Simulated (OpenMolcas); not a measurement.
# Multiconfigurational calculation, with input and output: Cu²⁺ complex

Cu²⁺ with 6 ligands (I; octahedron, 2.86 Å), neutralised by 6 outer point charges of +0.67 e, whose field is part of the energies. Computed at this level: state-averaged CASSCF, active space 9 electrons in the shell 3d, basis ANO-RCC-VTZP on the metal and ANO-RCC-VDZP on the ligands, DKH2 scalar Hamiltonian, spin-orbit coupling by RASSI with atomic mean-field integrals (OpenMolcas).

### Input file
```
&GATEWAY
Coord
7

Cu 0.0 0.0 0.0
I 2.860000 0.000000 0.000000
I 0.000000 2.860000 0.000000
I -2.860000 0.000000 0.000000
I 0.000000 -2.860000 0.000000
I 0.000000 0.000000 2.860000
I 0.000000 0.000000 -2.860000
Basis=Cu.ANO-RCC-VTZP,I.ANO-RCC-VDZP
Group=XYZ
NoMove
AngMom=0.0 0.0 0.0
AMFI
RICD
XField
3 Angstrom 0
5.460000 0.000000 0.000000 0.666667
0.000000 5.460000 0.000000 0.666667
0.000000 0.000000 5.460000 0.666667
&SEWARD
&RASSCF
FileOrb=start.orb
Symmetry=1
Spin=2
nActEl=9 0 0
Inactive=84 87
Ras2=5 0
CIRoot=5 5 1
SDav=5
CIMx=300
Iter=150 100
PrWF=0.3
OrbListing=Nothing
MaxOrb=0
LevShft=1.0
>>> COPY $Project.JobIph JOB001
&RASSI
NrOfJobIphs=1 5
1 2 3 4 5
IphNames
JOB001
EJob
SpinOrbit
DIPRint=1.0
SOCoupling=1000.0
Subsets=2
Property=9
'ANGMOM' 1 'ANGMOM' 2 'ANGMOM' 3 'MLTPL  1' 1 'MLTPL  1' 2 'MLTPL  1' 3
'AMFI' 1 'AMFI' 2 'AMFI' 3
SOProperty=3
'ANGMOM' 1 'ANGMOM' 2 'ANGMOM' 3
```

The file start.orb holds starting orbitals from an earlier step. A driver script formed the levels outside the program, from RASSI's spin-orbit matrix and the active-space energies, averaged over the components of each term or state.

Launched with:
```bash
OMP_NUM_THREADS=1 MOLCAS_MEM=2457 MOLCAS_PROJECT=a pymolcas a.inp > a.log  # once for each step of the input, in one work folder
```

### Log (extracts)
```
--- SEWARD ---
Basis set label: CU.ANO-RCC...6S5P3D2F1G.

      Electronic valence basis set:
      ------------------
      Associated Effective Charge  29.000000 au
      Associated Actual Charge     29.000000 au
      Nuclear Model: Point charge

      Shell  nPrim  nBasis  Cartesian Spherical Contaminant
         s      21       6        X
         p      15       5        X
         d      10       3                 X
         f       6       2                 X
         g       4       1                 X
                  Relativistic Douglas-Kroll-Hess integrals:
                    - DKH order of Hamiltonian: 2
                    - DKH order of Properties : 0
                  Atomic mean-field integrals
--- RASSCF ---
Wave function specifications:
      -----------------------------

      Number of closed shell electrons         342
      Number of electrons in active shells       9
      Max number of holes in RAS1 space          0
      Max nr of electrons in RAS3 space          0
      Number of inactive orbitals              171
      Number of active orbitals                  5
      Number of secondary orbitals             141
      Spin quantum number                      0.5
      State symmetry                             1
Orbital specifications:
      -----------------------

      Symmetry species                           1   2
                                                ag  au
      Frozen orbitals                            0   0
      Inactive orbitals                         84  87
      Active orbitals                            5   0
      RAS1 orbitals                              0   0
      RAS2 orbitals                              5   0
      RAS3 orbitals                              0   0
      Secondary orbitals                        70  71
      Deleted orbitals                           0   0
      Number of basis functions                159 158
      Number of CSFs                             5
      Number of root(s) required                 5
      Iter CI   SX   CI       RASSCF       Energy    max ROT     max BLB   max BLB  Level Ln srch  Step   QN
          iter iter root      energy       change     param      element    value   shift minimum  type update
 Nr of preliminary CI iterations:   1
      Total energies have been shifted. Add               -44000.00 au
        1   1   14    0  -319.49718496    0.00E+00  -4.18E-02   89  95 1  3.01E-01*  1.70   0.00    SX    NO
        2   1   14    0  -319.72435648   -2.27E-01* -3.05E-02    3 111 1 -1.25E-01*  1.45   0.00    SX    NO
        3   1   14    0  -319.80162797   -7.73E-02* -2.38E-02   15  88 2  6.67E-02*  1.45   0.00    SX    NO
        4   1   13    0  -319.83101722   -2.94E-02* -1.33E-02   12  90 1  4.48E-02*  1.39   0.00    SX    NO
        5   1   13    0  -319.84392264   -1.29E-02* -1.74E-02   12  90 1  3.36E-02*  1.38   2.50    LS   YES
        6   1   13    0  -319.85217012   -8.25E-03*  1.08E-02    4  98 2 -3.92E-02*  1.37   1.33    QN   YES
        7   1   12    0  -319.85493376   -2.76E-03* -4.14E-03   87  93 1 -1.39E-02*  1.33   1.03    QN   YES
        8   1   12    0  -319.85564994   -7.16E-04* -4.32E-03   12  90 1  4.99E-03*  1.34   2.07    LS   YES
        9   1   11    0  -319.85591333   -2.63E-04* -3.69E-03   87  93 1  5.81E-03*  1.34   1.03    QN   YES
       10   1   11    0  -319.85609488   -1.82E-04* -1.79E-03   12  90 1  2.43E-03*  1.34   1.49    LS   YES
       11   1   11    0  -319.85611694   -2.21E-05* -9.45E-04    4  98 2  2.91E-03*  1.34   1.01    QN   YES
       12   1   10    0  -319.85614557   -2.86E-05* -9.80E-04   12  90 1  1.48E-03*  1.34   2.04    LS   YES
       13   1   10    0  -319.85615561   -1.00E-05*  2.79E-04   89 101 1 -8.91E-04*  1.34   1.00    QN   YES
       14   1    9    0  -319.85615914   -3.53E-06*  2.74E-04   15  88 2 -3.80E-04*  1.34   1.99    LS   YES
       15   1    8    0  -319.85616052   -1.38E-06* -1.19E-04    4 108 2 -2.71E-04*  1.34   1.18    QN   YES
       16   1    8    0  -319.85616110   -5.79E-07* -1.23E-04   12  90 1  1.46E-04*  1.34   1.66    QN   YES
       17   1    7    0  -319.85616139   -2.84E-07*  6.61E-05   12  90 1  5.46E-05   1.34   1.17    QN   YES
       18   1    7    0  -319.85616143   -4.38E-08*  4.54E-05    6 110 2  3.01E-05   1.34   1.20    QN   YES
       19   1    6    0  -319.85616144   -1.27E-08*  6.81E-06    4  88 2 -1.34E-05   1.34   1.13    QN   YES
       20   1    5    0  -319.85616144   -1.24E-09   3.91E-06   12  96 1  6.91E-06   1.34   2.50    QN   YES
      Convergence after 20 iterations
       21   1    5    0  -319.85616145   -1.08E-09   3.91E-06   12  96 1  3.46E-06   1.34   2.50    QN   YES
      Natural orbitals and occupation numbers for root  1
      sym 1:   2.000000   2.000000   2.000000   2.000000   1.000000
      Natural orbitals and occupation numbers for root  2
      sym 1:   2.000000   2.000000   1.000000   2.000000   2.000000
      Natural orbitals and occupation numbers for root  3
      sym 1:   1.000000   2.000000   2.000000   2.000000   2.000000
::    RASSCF root number  1 Total energy: -44319.86215096
::    RASSCF root number  2 Total energy: -44319.86215096
::    RASSCF root number  3 Total energy: -44319.85216844
::    RASSCF root number  4 Total energy: -44319.85216844
::    RASSCF root number  5 Total energy: -44319.85216844
--- RASSI ---
SPIN-FREE ENERGIES:
  (Shifted by EMIN (a.u.) =     -44319.8621509584)

 SF State       Relative EMIN(au)   Rel lowest level(eV)    D:o, cm**(-1)

     1             0.0000000000        0.0000000000              0.0000
     2             0.0000000000        0.0000000000              0.0000
     3             0.0099825207        0.2716382267           2190.9101
     4             0.0099825223        0.2716382690           2190.9104
     5             0.0099825223        0.2716382690           2190.9104
     Dipole printing threshold changed to   1.00000000E+00
Eigenvalues of complex Hamiltonian:
   -----------------------------------
  (Shifted by EMIN (a.u.) =     -44319.8621509584)

 SO State       Relative EMIN(au)   Rel lowest level(eV)    D:o, cm**(-1)

     1            -0.0014178609        0.0000000000              0.0000
     2            -0.0014178609        0.0000000000              0.0000
     3            -0.0014178608        0.0000000032              0.0000
     4            -0.0014178608        0.0000000032              0.0000
     5             0.0062322485        0.2081700821           1679.0049
     6             0.0062322485        0.2081700821           1679.0049
     7             0.0132755188        0.3998272306           3224.8241
     8             0.0132755188        0.3998272306           3224.8241
     9             0.0132755197        0.3998272559           3224.8243
    10             0.0132755197        0.3998272559           3224.8243
Weights of the five most important spin-orbit-free states for each spin-orbit state.

 SO State  Total energy (au)           Spin-free states, spin, and weights
 -------------------------------------------------------------------------------------------------------
    1        -0.001418       2 0.5  0.6581    1 0.5  0.2454    3 0.5  0.0623    5 0.5  0.0180    4 0.5  0.0162
    2        -0.001418       2 0.5  0.6581    1 0.5  0.2454    3 0.5  0.0623    5 0.5  0.0180    4 0.5  0.0162
    3        -0.001418       1 0.5  0.6581    2 0.5  0.2454    4 0.5  0.0481    5 0.5  0.0463    3 0.5  0.0021
    4        -0.001418       1 0.5  0.6581    2 0.5  0.2454    4 0.5  0.0481    5 0.5  0.0463    3 0.5  0.0021
    5         0.006232       3 0.5  0.3333    5 0.5  0.3333    4 0.5  0.3333    2 0.5  0.0000    1 0.5  0.0000
    6         0.006232       3 0.5  0.3333    5 0.5  0.3333    4 0.5  0.3333    2 0.5  0.0000    1 0.5  0.0000
    7         0.013276       3 0.5  0.6020    4 0.5  0.1516    5 0.5  0.1499    2 0.5  0.0733    1 0.5  0.0232
    8         0.013276       3 0.5  0.6020    4 0.5  0.1516    5 0.5  0.1499    2 0.5  0.0733    1 0.5  0.0232
    9         0.013276       5 0.5  0.4525    4 0.5  0.4507    1 0.5  0.0733    2 0.5  0.0232    3 0.5  0.0003
   10         0.013276       5 0.5  0.4525    4 0.5  0.4507    1 0.5  0.0733    2 0.5  0.0232    3 0.5  0.0003
 -------------------------------------------------------------------------------------------------------
```

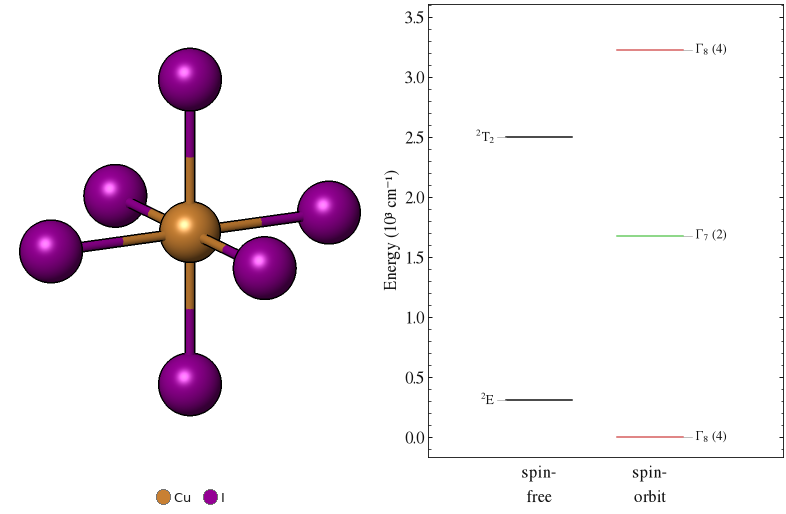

**Figure 1.** Cu²⁺ (3d⁹) with 6 ligands, I⁻, at 2.86 Å (arrangement: octahedron, Oh), neutralised by outer point charges of +0.67 e, and its levels. Labels give the representation in O, Td, D4 or D3 as the site allows (double group for half-integer spin) where it could be assigned and, in brackets, the degeneracy; spin-free states, where drawn, share the zero of the spin-orbit levels. The ground level is Γ₈, 4-fold degenerate, 100 % from states of spin multiplicity 2. The next level lies at 1,680 cm⁻¹ (Γ₇). The lowest spin-free state is ²E, from the free-ion D term; of the same spin there follows at 2,190 cm⁻¹ (²T₂) above it. A ligand-field fit to the spin-free states gives |10Dq| = 2,190 cm⁻¹. The active orbitals hold 97 to 99 % metal character (Löwdin), and the Mulliken charge of the metal is +0.93.

### Summary

- outcome: converged
- energy of the lowest spin-free term: −44319.86215 hartree
- energy of the lowest spin-orbit level: −44319.86357 hartree
- largest spread among components of a term: 0.0 cm⁻¹
- hardware: 1 thread of Arm Neoverse V1, 24 GiB of memory available, shared host
- wall time: 3.2 min
- peak memory: 0.38 GiB

### Notes

Without dynamic correlation the splittings between terms come out too large, often by 20 to 50 %. Limits: orbital doublet at a regular site, Jahn-Teller distortion not allowed for; covalent bonds, ligand orbitals missing from the active space; distances are set from ionic radii, not optimised.
